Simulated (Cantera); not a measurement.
Feed: 1 mol B₂O₃, 2.8 mol H₂O, 4.9 mol H₂, held at 6.70 mbar.

These are equilibrium values from Cantera (NASA tables, ideal gas, pure condensed phases), not measurements of a reactor. Candidate condensed phases: B, B₂O₃, B₃O₃H₃, H₂O; 23 gas species. Gases not in the tables: H₃BO₃. Kinetics and transport are ignored.

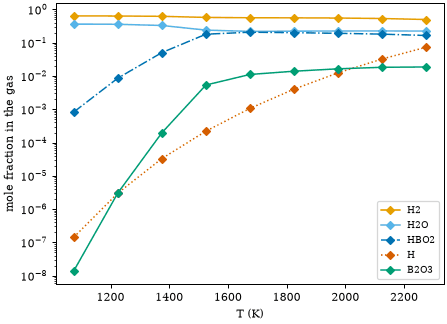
Equilibrium gas composition (values under 1e-9 drawn at 1e-9)

Q: Read off the mole fractions at 2125 K.

A: H₂ about 0.53, H₂O about 0.23, HBO₂ about 0.18, H about 0.032, B₂O₃ about 0.018.
